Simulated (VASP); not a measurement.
Band structure of HgI2 (relaxed from the fluorite structure, space group Fm-3m). Computed with PBEsol GGA, VASP's PBE PAW potentials (set 64) (plane waves; VASP 6.6.1).

Unless said otherwise, spin-orbit coupling is left out, though it shifts the bands of the heavy elements here.

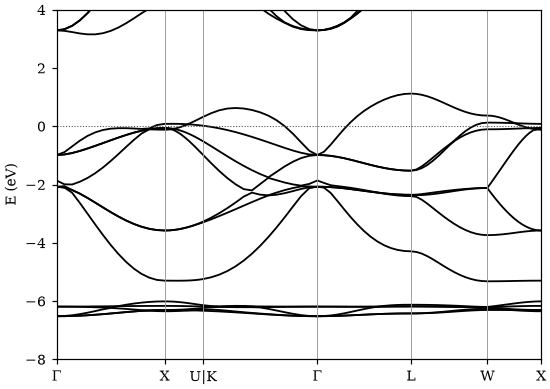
Figure. Bands along high-symmetry lines, zero at the valence-band maximum or, without a gap, the Fermi level

Q: Read the plot: is there a gap, and where are the band edges?

A: It has no gap at this level: it comes out as a metal or semimetal. (Edges off the drawn lines would not show.)

The structure was generated: HgI2 was put into the fluorite type (Fm-3m), which need not be its known phase. It was relaxed first, which changed the volume by +17 %.
